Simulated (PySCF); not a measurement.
SMILES CCS[CH]C, doublet at its PBE0/def2-SVP optimised geometry (Å):

```
14

C     -2.3073     1.5583    -0.0869
C     -0.8939     1.1057     0.0000
S     -0.5491    -0.5855     0.0000
C      1.2686    -0.5855     0.0000
C      1.7934    -2.0076     0.0550
H     -2.8281     1.5441     0.8917
H     -2.3615     2.5927    -0.4616
H     -2.8939     0.9231    -0.7706
H     -0.1155     1.7789     0.3739
H      1.6129    -0.0678    -0.9090
H      1.6131    -0.0042     0.8706
H      2.8939    -2.0090     0.0544
H      1.4541    -2.5927    -0.8134
H      1.4531    -2.5243     0.9652
```

Method: unrestricted PBE0/def2-TZVP (PySCF).

Map of the log10 of the electron density (e/bohr³), floored at −4 on the plane z = 1.5 Å:

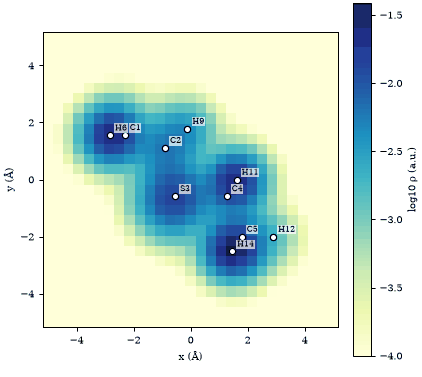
Figure: Log10 of the electron density (e/bohr³), floored at −4 on the plane z = 1.5 Å.
